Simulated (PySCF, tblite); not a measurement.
# C5H2ClN: dynamics, then NMR shifts and electronic excitations on frames, part 2 of 2

tblite 0.8.0 and PySCF 2.14.0. Atoms count from 0. Earlier steps stand in the parts before.

**7. Nuclear shieldings: 625 fs, PBE0/pcSseg-1**

The job: settings as JSON, then the geometry in Å.

```
{"job": {"kind": "nmr", "xc": "PBE0", "basis": "pcSseg-1", "pop": false}, "charge": 0, "multiplicity": 1}
C     -1.920100    -1.083000    -0.073900
C     -0.930900    -0.230700     0.086600
C     -0.347500     1.105800    -0.116700
Cl    -0.581100     2.689700    -0.479200
C      0.406100     0.169200     0.523400
C      1.523100    -0.138700     1.284900
N      2.408300    -0.374800     2.018800
H     -2.909600    -0.891800    -0.558500
H     -1.806900    -2.104800     0.303700
```

Level: GIAO PBE0/pcSseg-1 NMR shielding, non-relativistic, gas phase.

Output:

```text
coarse grid: 9360 points
cycle   1  E = -705.9253645028  dE =  1.350e+00  |g| = 5.334e-01  |ddm| = 3.330e+00
cycle   2  E = -705.6279332326  dE =  2.974e-01  |g| = 1.222e+00  |ddm| = 1.777e+00
cycle   3  E = -705.9955664286  dE = -3.676e-01  |g| = 1.558e-01  |ddm| = 1.256e+00
cycle   4  E = -706.0005810175  dE = -5.015e-03  |g| = 7.157e-02  |ddm| = 2.001e-01
cycle   5  E = -706.0017147906  dE = -1.134e-03  |g| = 2.265e-02  |ddm| = 8.352e-02
cycle   6  E = -706.0018362677  dE = -1.215e-04  |g| = 5.349e-03  |ddm| = 2.777e-02
cycle   7  E = -706.0018422816  dE = -6.014e-06  |g| = 2.018e-03  |ddm| = 6.937e-03
final grid: 89528 points
cycle   8  E = -706.0423403388  dE = -1.556e-05  |g| = 6.174e-03  |ddm| = 3.711e-02
cycle   9  E = -706.0423237745  dE =  1.656e-05  |g| = 1.022e-02  |ddm| = 1.499e-02
cycle  10  E = -706.0423478070  dE = -2.403e-05  |g| = 2.120e-03  |ddm| = 1.040e-02
cycle  11  E = -706.0423487561  dE = -9.491e-07  |g| = 7.587e-04  |ddm| = 2.200e-03
cycle  12  E = -706.0423488849  dE = -1.288e-07  |g| = 1.883e-04  |ddm| = 8.391e-04
cycle  13  E = -706.0423488930  dE = -8.138e-09  |g| = 4.675e-05  |ddm| = 2.180e-04
cycle  14  E = -706.0423488936  dE = -5.641e-10  |g| = 8.876e-06  |ddm| = 6.410e-05
converged SCF energy = -706.0423488936

GIAO shielding tensors (ppm)
atom      isotropic    diamagn.    paramagn.     s11        s22        s33       span
  0 C      109.930     255.239    -145.308     32.774    117.743    179.275    146.501
  1 C       59.932     253.040    -193.108    -47.341     51.404    175.734    223.074
  2 C       22.346     249.213    -226.867    -87.267      5.385    148.921    236.188
  3 Cl     677.576    1146.393    -468.817    318.923    777.631    936.174    617.251
  4 C       68.263     247.252    -178.989    -32.391     62.269    174.910    207.301
  5 C       70.580     258.593    -188.013    -47.016    -36.982    295.739    342.755
  6 N     -103.023     339.279    -442.302   -255.508   -224.329    170.769    426.276
  7 H       26.165      27.125      -0.960     23.558     25.415     29.521      5.963
  8 H       26.994      28.865      -1.871     23.898     26.026     31.059      7.161
```

It took 8.8 s on 1 thread of Arm Neoverse V2, shared host; peak memory 0.71 GiB.

In short: δ C2 164.6, C1 127.0, C4 118.7, C5 116.3, H7 5.55, H8 4.72 ppm.

**8. Excited states and response: 625 fs, PBE0/def2-SVPD**

Same as in step 7 but for these lines:

```diff
@@ -1,2 +1,2 @@
-{"job": {"kind": "nmr", "xc": "PBE0", "basis": "pcSseg-1", "pop": false}, "charge": 0, "multiplicity": 1}
+{"job": {"kind": "uv", "xc": "PBE0", "basis": "def2-SVPD", "nstates": 5, "ntriplets": 0}, "charge": 0, "multiplicity": 1}
 C     -1.920100    -1.083000    -0.073900
```

Level: TDDFT PBE0/def2-SVPD, vertical, gas phase, core orbitals frozen in the response.

Output:

```text
coarse grid: 9360 points
cycle   1  E = -705.6299964729  dE =  1.292e+00  |g| = 5.165e-01  |ddm| = 5.826e+00
cycle   2  E = -705.3397253995  dE =  2.903e-01  |g| = 1.194e+00  |ddm| = 2.538e+00
cycle   3  E = -705.6978483535  dE = -3.581e-01  |g| = 1.504e-01  |ddm| = 1.731e+00
cycle   4  E = -705.7027250817  dE = -4.877e-03  |g| = 6.871e-02  |ddm| = 3.061e-01
cycle   5  E = -705.7038066373  dE = -1.082e-03  |g| = 2.171e-02  |ddm| = 1.124e-01
cycle   6  E = -705.7039231229  dE = -1.165e-04  |g| = 4.678e-03  |ddm| = 4.786e-02
cycle   7  E = -705.7039277619  dE = -4.639e-06  |g| = 1.902e-03  |ddm| = 1.167e-02
final grid: 89528 points
cycle   8  E = -705.7840928321  dE = -9.976e-06  |g| = 5.519e-03  |ddm| = 6.440e-02
cycle   9  E = -705.7840771897  dE =  1.564e-05  |g| = 9.722e-03  |ddm| = 2.777e-02
cycle  10  E = -705.7840999914  dE = -2.280e-05  |g| = 1.687e-03  |ddm| = 1.826e-02
cycle  11  E = -705.7841006442  dE = -6.528e-07  |g| = 5.791e-04  |ddm| = 2.668e-03
cycle  12  E = -705.7841007238  dE = -7.953e-08  |g| = 1.259e-04  |ddm| = 9.218e-04
cycle  13  E = -705.7841007276  dE = -3.840e-09  |g| = 3.710e-05  |ddm| = 2.696e-04
cycle  14  E = -705.7841007280  dE = -3.695e-10  |g| = 7.598e-06  |ddm| = 8.498e-05
converged SCF energy = -705.7841007280

Static polarisability (au): isotropic 83.956, principal 46.650 91.863 113.354

Singlet excitations
state   eV       nm        f      main configurations
  1   3.4354    360.9   0.07207   H->L 0.97
  2   5.0311    246.4   0.00423   H->L+1 0.82, H-1->L 0.09
  3   5.1742    239.6   0.00147   H-1->L 0.87
  4   5.3300    232.6   0.00066   H-2->L 0.89
  5   5.7487    215.7   0.02464   H->L+2 0.87
```

It took 13 s on 1 thread of Arm Neoverse V2, shared host; peak memory 0.74 GiB.

In short: HOMO -6.97 eV, LUMO -2.68 eV; lowest singlet 3.44 eV.

**9. Shielding tensors: 800 fs, PBE0/pcSseg-1**

The job: settings as JSON, then the geometry in Å.

```
{"job": {"kind": "nmr", "xc": "PBE0", "basis": "pcSseg-1", "pop": false}, "charge": 0, "multiplicity": 1}
C     -2.255000    -0.593000     0.189500
C     -1.206800     0.156700     0.409600
C     -0.408100     1.356900     0.196700
Cl    -0.358600     2.970400    -0.398800
C      0.198200     0.293100     0.803100
C      1.320400    -0.206500     1.410600
N      2.233400    -0.597500     2.004400
H     -3.064900    -0.269600    -0.470900
H     -2.380200    -1.584900     0.627400
```

Method: GIAO PBE0/pcSseg-1 NMR shielding, non-relativistic, gas phase.

Output:

```text
coarse grid: 9360 points
cycle   1  E = -705.9181172651  dE =  1.342e+00  |g| = 5.559e-01  |ddm| = 3.314e+00
cycle   2  E = -705.6020570371  dE =  3.161e-01  |g| = 1.260e+00  |ddm| = 1.870e+00
cycle   3  E = -705.9942487869  dE = -3.922e-01  |g| = 1.557e-01  |ddm| = 1.323e+00
cycle   4  E = -705.9992323990  dE = -4.984e-03  |g| = 7.480e-02  |ddm| = 2.187e-01
cycle   5  E = -706.0005199078  dE = -1.288e-03  |g| = 2.196e-02  |ddm| = 8.826e-02
cycle   6  E = -706.0006333262  dE = -1.134e-04  |g| = 5.489e-03  |ddm| = 2.743e-02
cycle   7  E = -706.0006396790  dE = -6.353e-06  |g| = 1.949e-03  |ddm| = 7.125e-03
final grid: 89528 points
cycle   8  E = -706.0416411714  dE = -1.689e-05  |g| = 6.306e-03  |ddm| = 3.823e-02
cycle   9  E = -706.0416246733  dE =  1.650e-05  |g| = 1.028e-02  |ddm| = 1.587e-02
cycle  10  E = -706.0416491614  dE = -2.449e-05  |g| = 2.105e-03  |ddm| = 1.066e-02
cycle  11  E = -706.0416501373  dE = -9.759e-07  |g| = 6.380e-04  |ddm| = 2.173e-03
cycle  12  E = -706.0416502256  dE = -8.830e-08  |g| = 2.126e-04  |ddm| = 7.993e-04
cycle  13  E = -706.0416502356  dE = -9.994e-09  |g| = 5.435e-05  |ddm| = 2.276e-04
cycle  14  E = -706.0416502363  dE = -7.390e-10  |g| = 1.127e-05  |ddm| = 7.075e-05
converged SCF energy = -706.0416502363

GIAO shielding tensors (ppm)
atom      isotropic    diamagn.    paramagn.     s11        s22        s33       span
  0 C      111.739     255.387    -143.648     33.836    120.728    180.652    146.816
  1 C       60.403     254.120    -193.718    -46.739     55.158    172.788    219.526
  2 C       19.335     250.575    -231.240    -90.547     17.892    130.661    221.208
  3 Cl     623.244    1146.185    -522.940    197.135    819.045    853.554    656.419
  4 C       63.937     246.916    -182.979    -36.185     51.232    176.763    212.948
  5 C       73.733     258.860    -185.127    -42.239    -32.596    296.034    338.273
  6 N     -100.411     339.907    -440.318   -244.506   -221.103    164.375    408.881
  7 H       26.848      27.647      -0.800     24.076     26.007     30.460      6.384
  8 H       26.973      29.098      -2.125     24.214     25.858     30.847      6.633
```

Run time: 8.8 s. Hardware: 1 thread of Arm Neoverse V2, shared host; peak memory 0.71 GiB.

In short: δ C2 167.6, C1 126.5, C4 123.0, C5 113.2, H7 4.87, H8 4.74 ppm.

**10. Ultraviolet spectrum: 800 fs, PBE0/def2-SVPD**

Same as in step 9 but for these lines:

```diff
@@ -1,2 +1,2 @@
-{"job": {"kind": "nmr", "xc": "PBE0", "basis": "pcSseg-1", "pop": false}, "charge": 0, "multiplicity": 1}
+{"job": {"kind": "uv", "xc": "PBE0", "basis": "def2-SVPD", "nstates": 5, "ntriplets": 0}, "charge": 0, "multiplicity": 1}
 C     -2.255000    -0.593000     0.189500
```

With the program's defaults for keys left out, this is: TDDFT PBE0/def2-SVPD, vertical, gas phase, core orbitals frozen in the response.

Output:

```text
coarse grid: 9360 points
cycle   1  E = -705.6225926070  dE =  1.284e+00  |g| = 5.377e-01  |ddm| = 6.150e+00
cycle   2  E = -705.3152358771  dE =  3.074e-01  |g| = 1.228e+00  |ddm| = 2.963e+00
cycle   3  E = -705.6959362934  dE = -3.807e-01  |g| = 1.509e-01  |ddm| = 1.937e+00
cycle   4  E = -705.7008295978  dE = -4.893e-03  |g| = 7.155e-02  |ddm| = 3.868e-01
cycle   5  E = -705.7020491852  dE = -1.220e-03  |g| = 2.109e-02  |ddm| = 1.249e-01
cycle   6  E = -705.7021589506  dE = -1.098e-04  |g| = 4.771e-03  |ddm| = 4.691e-02
cycle   7  E = -705.7021638306  dE = -4.880e-06  |g| = 1.821e-03  |ddm| = 1.266e-02
final grid: 89528 points
cycle   8  E = -705.7825901818  dE = -1.089e-05  |g| = 5.656e-03  |ddm| = 5.962e-02
cycle   9  E = -705.7825745812  dE =  1.560e-05  |g| = 9.779e-03  |ddm| = 3.207e-02
cycle  10  E = -705.7825977916  dE = -2.321e-05  |g| = 1.703e-03  |ddm| = 2.056e-02
cycle  11  E = -705.7825984863  dE = -6.947e-07  |g| = 4.781e-04  |ddm| = 2.998e-03
cycle  12  E = -705.7825985404  dE = -5.406e-08  |g| = 1.403e-04  |ddm| = 9.035e-04
cycle  13  E = -705.7825985448  dE = -4.432e-09  |g| = 4.218e-05  |ddm| = 2.858e-04
cycle  14  E = -705.7825985452  dE = -4.577e-10  |g| = 9.261e-06  |ddm| = 9.212e-05
converged SCF energy = -705.7825985452

Static polarisability (au): isotropic 84.006, principal 46.434 92.278 113.307

Singlet excitations
state   eV       nm        f      main configurations
  1   3.4058    364.0   0.07069   H->L 0.96
  2   4.7204    262.7   0.00216   H->L+1 0.97
  3   5.3259    232.8   0.00271   H-2->L 0.50, H-1->L 0.41
  4   5.3754    230.7   0.00542   H-1->L 0.54, H-2->L 0.40
  5   5.5252    224.4   0.01089   H->L+2 0.85
```

Run time: 13 s. Hardware: 1 thread of Arm Neoverse V2, shared host; peak memory 0.74 GiB.

Key values: HOMO -6.99 eV, LUMO -2.72 eV; lowest singlet 3.41 eV.

**11. Nuclear shieldings: 1000 fs, PBE0/pcSseg-1**

The job: settings as JSON, then the geometry in Å.

```
{"job": {"kind": "nmr", "xc": "PBE0", "basis": "pcSseg-1", "pop": false}, "charge": 0, "multiplicity": 1}
C     -2.590500    -0.115700     0.611400
C     -1.393900     0.415200     0.539500
C     -0.647600     1.577100     0.306700
Cl    -0.554700     3.154200    -0.221500
C      0.018800     0.474400     0.722000
C      1.201700    -0.104600     1.068000
N      2.283200    -0.525500     1.136000
H     -3.481400     0.343400     0.168300
H     -2.751200    -1.187700     0.872300
```

Method: GIAO PBE0/pcSseg-1 NMR shielding, non-relativistic, gas phase.

Output:

```text
coarse grid: 9360 points
cycle   1  E = -705.9254120146  dE =  1.501e+00  |g| = 5.297e-01  |ddm| = 3.365e+00
cycle   2  E = -705.6703939938  dE =  2.550e-01  |g| = 1.155e+00  |ddm| = 1.745e+00
cycle   3  E = -705.9928752909  dE = -3.225e-01  |g| = 1.702e-01  |ddm| = 1.190e+00
cycle   4  E = -705.9991050090  dE = -6.230e-03  |g| = 6.912e-02  |ddm| = 2.196e-01
cycle   5  E = -706.0001654707  dE = -1.060e-03  |g| = 2.209e-02  |ddm| = 8.247e-02
cycle   6  E = -706.0002829787  dE = -1.175e-04  |g| = 4.650e-03  |ddm| = 2.670e-02
cycle   7  E = -706.0002879315  dE = -4.953e-06  |g| = 1.033e-03  |ddm| = 6.231e-03
final grid: 89528 points
cycle   8  E = -706.0406836939  dE = -1.796e-05  |g| = 5.069e-03  |ddm| = 4.083e-02
cycle   9  E = -706.0406794983  dE =  4.196e-06  |g| = 6.444e-03  |ddm| = 1.178e-02
cycle  10  E = -706.0406887362  dE = -9.238e-06  |g| = 1.890e-03  |ddm| = 7.362e-03
cycle  11  E = -706.0406894629  dE = -7.267e-07  |g| = 6.106e-04  |ddm| = 1.904e-03
cycle  12  E = -706.0406895445  dE = -8.163e-08  |g| = 1.686e-04  |ddm| = 7.088e-04
cycle  13  E = -706.0406895506  dE = -6.098e-09  |g| = 5.744e-05  |ddm| = 1.939e-04
cycle  14  E = -706.0406895514  dE = -8.019e-10  |g| = 1.364e-05  |ddm| = 6.857e-05
converged SCF energy = -706.0406895514

GIAO shielding tensors (ppm)
atom      isotropic    diamagn.    paramagn.     s11        s22        s33       span
  0 C      115.770     256.516    -140.746     43.852    122.991    180.467    136.615
  1 C       64.643     250.905    -186.262    -46.111     64.037    176.003    222.114
  2 C       22.169     253.088    -230.918    -94.149     16.280    144.377    238.525
  3 Cl     678.898    1146.843    -467.945    304.256    810.806    921.631    617.375
  4 C       73.853     242.061    -168.208    -29.858     68.545    182.873    212.731
  5 C       72.259     260.535    -188.276    -45.230    -33.814    295.820    341.050
  6 N     -109.799     339.827    -449.627   -253.177   -237.636    161.416    414.593
  7 H       26.966      27.346      -0.380     24.092     26.673     30.133      6.041
  8 H       27.092      29.455      -2.362     23.875     25.933     31.469      7.594
```

Run time: 7.5 s. Hardware: 1 thread of Arm Neoverse V2, shared host; peak memory 0.71 GiB.

This run: δ C2 164.8, C1 122.3, C5 114.7, C4 113.1, H7 4.75, H8 4.62 ppm.

**12. Excited states and response: 1000 fs, PBE0/def2-SVPD**

Same as in step 11 but for these lines:

```diff
@@ -1,2 +1,2 @@
-{"job": {"kind": "nmr", "xc": "PBE0", "basis": "pcSseg-1", "pop": false}, "charge": 0, "multiplicity": 1}
+{"job": {"kind": "uv", "xc": "PBE0", "basis": "def2-SVPD", "nstates": 5, "ntriplets": 0}, "charge": 0, "multiplicity": 1}
 C     -2.590500    -0.115700     0.611400
```

Method: TDDFT PBE0/def2-SVPD, vertical, gas phase, core orbitals frozen in the response.

Output:

```text
coarse grid: 9360 points
cycle   1  E = -705.6294195070  dE =  1.443e+00  |g| = 5.118e-01  |ddm| = 6.387e+00
cycle   2  E = -705.3812348054  dE =  2.482e-01  |g| = 1.126e+00  |ddm| = 2.780e+00
cycle   3  E = -705.6943852361  dE = -3.132e-01  |g| = 1.637e-01  |ddm| = 1.817e+00
cycle   4  E = -705.7003688857  dE = -5.984e-03  |g| = 6.633e-02  |ddm| = 3.484e-01
cycle   5  E = -705.7013792155  dE = -1.010e-03  |g| = 2.131e-02  |ddm| = 1.172e-01
cycle   6  E = -705.7014937550  dE = -1.145e-04  |g| = 4.048e-03  |ddm| = 4.395e-02
cycle   7  E = -705.7014977191  dE = -3.964e-06  |g| = 9.131e-04  |ddm| = 1.107e-02
final grid: 89528 points
cycle   8  E = -705.7814226795  dE = -1.188e-05  |g| = 4.371e-03  |ddm| = 7.822e-02
cycle   9  E = -705.7814191564  dE =  3.523e-06  |g| = 5.854e-03  |ddm| = 2.121e-02
cycle  10  E = -705.7814273467  dE = -8.190e-06  |g| = 1.477e-03  |ddm| = 1.249e-02
cycle  11  E = -705.7814278367  dE = -4.901e-07  |g| = 4.140e-04  |ddm| = 2.523e-03
cycle  12  E = -705.7814278768  dE = -4.006e-08  |g| = 1.106e-04  |ddm| = 7.515e-04
cycle  13  E = -705.7814278794  dE = -2.568e-09  |g| = 4.432e-05  |ddm| = 2.606e-04
cycle  14  E = -705.7814278799  dE = -4.891e-10  |g| = 1.096e-05  |ddm| = 1.051e-04
converged SCF energy = -705.7814278799

Static polarisability (au): isotropic 83.471, principal 46.079 88.616 115.719

Singlet excitations
state   eV       nm        f      main configurations
  1   3.3172    373.8   0.08151   H->L 0.97
  2   4.8884    253.6   0.00045   H->L+1 0.94
  3   5.2542    236.0   0.00040   H-2->L 0.84, H-1->L 0.10
  4   5.3996    229.6   0.00117   H-1->L 0.87, H-2->L 0.09
  5   5.5809    222.2   0.00592   H->L+2 0.94
```

Run time: 13 s. Hardware: 1 thread of Arm Neoverse V2, shared host; peak memory 0.74 GiB.

This run: HOMO -6.85 eV, LUMO -2.72 eV; lowest singlet 3.32 eV.

**13. Comparing the runs: NMR shifts**

Shifts (ppm) of some atoms, chosen among heavy atoms and hydrogens apart, with basis size and wall time:

```
  frame     C2     C4    C0    H7    H8  Cl3     N6  functions   time
 250 fs  150.0  123.1  79.8  4.79  4.54  295  368.0        136   13 s
 425 fs  152.5  118.4  75.2  3.82  4.41  277  361.6        136  8.9 s
 625 fs  164.6  118.7  77.0  5.55  4.72  272  370.8        136  8.8 s
 800 fs  167.6  123.0  75.2  4.87  4.74  327  368.1        136  8.8 s
1000 fs  164.8  113.1  71.2  4.75  4.62  271  377.5        136  7.5 s
```

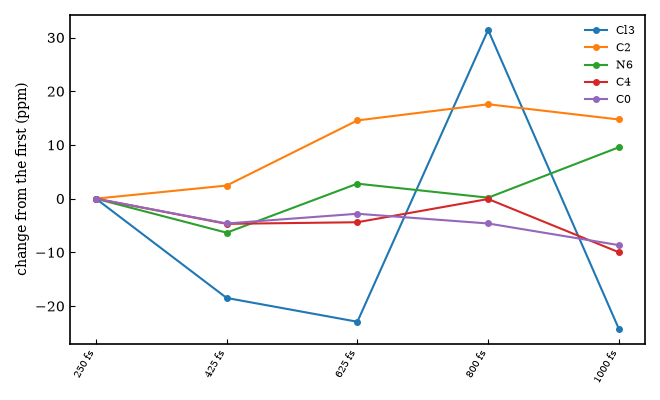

How five of the tabulated atoms move from run to run.

**14. Side by side: electronic excitations**

Excitations and ground-state properties, with basis size and wall time:

```
  frame  lowest singlet (eV)  brightest (eV)      f  gap (eV)  α (Å³)  μ (D)  functions  time
 250 fs                 3.49            3.49  0.071      4.35   12.22   3.04        163  17 s
 425 fs                 3.58            3.58  0.078      4.42   12.07   3.06        163  13 s
 625 fs                 3.44            3.44  0.072      4.29   12.44   3.24        163  13 s
 800 fs                 3.41            3.41  0.071      4.28   12.45   2.99        163  13 s
1000 fs                 3.32            3.32  0.082      4.14   12.37   3.00        163  13 s
```

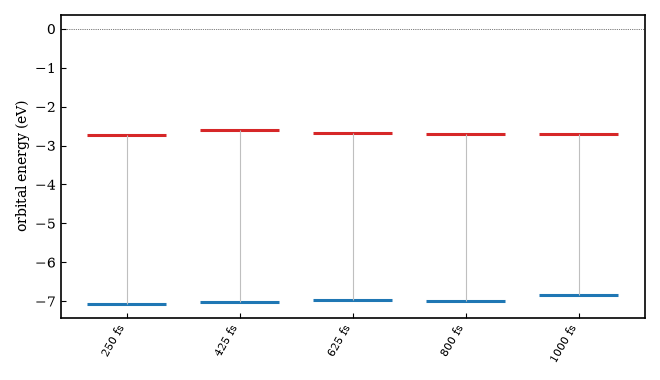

HOMO (blue) and LUMO (red) run by run.

**15. Summary of results**

This closing draws on all 2 parts.

| quantity | value |
| --- | --- |
| thermostat | 200 K |
| mean temperature, second half | 209 K |
| mean potential energy above the minimum | 0.17 eV |
| 13C shifts against TMS (PBE0/pcSseg-1, 250 fs) | 150.0, 128.8, 123.1, 111.7, 79.8 ppm |
| 1H shifts against TMS (PBE0/pcSseg-1, 250 fs) | 4.79, 4.54 ppm |
| 35Cl shifts against HCl (PBE0/pcSseg-1, 250 fs) | 295 ppm |
| 15N shifts against NH3 (PBE0/pcSseg-1, 250 fs) | 368.0 ppm |
| surface potential, 1st and 99th percentile | -1.45 V and 1.18 V |
| lowest singlet (PBE0/def2-SVPD, 250 fs) | 3.49 eV (355 nm), f = 0.071 |
| range of the shift of Cl3 | 271 to 327 ppm |
| range of the lowest singlet | 3.32 to 3.58 eV |

In the second half the potential energy averages 0.17 eV above the minimum; equipartition over 21 harmonic modes at 200 K would give 0.18 eV. With 9 atoms the temperature swings widely (109 to 327 K). Shifts at one fixed geometry are not the observed spectrum, which averages over the motion. In the first frame run (250 fs): Shielding is most anisotropic at Cl3 (span 645 ppm, paramagnetic term -492 ppm). At PBE0/pcSseg-1, counted by nearest atom on the grid, the HOMO lies on C0 37 %; C1 18 %, the LUMO on C2, C4 about 28 % each; N6 19 %. The first singlet state (HOMO→LUMO 0.97) lies at 3.49 eV and is bright. Across the 5 runs the shift of Cl3 moves most, between 271 (1000 fs) and 327 ppm (800 fs). The lowest singlet runs from 3.32 eV (1000 fs) to 3.58 eV (425 fs), while the orbital gap spans 4.14 to 4.42 eV. The lowest state need not be the same one in every run.
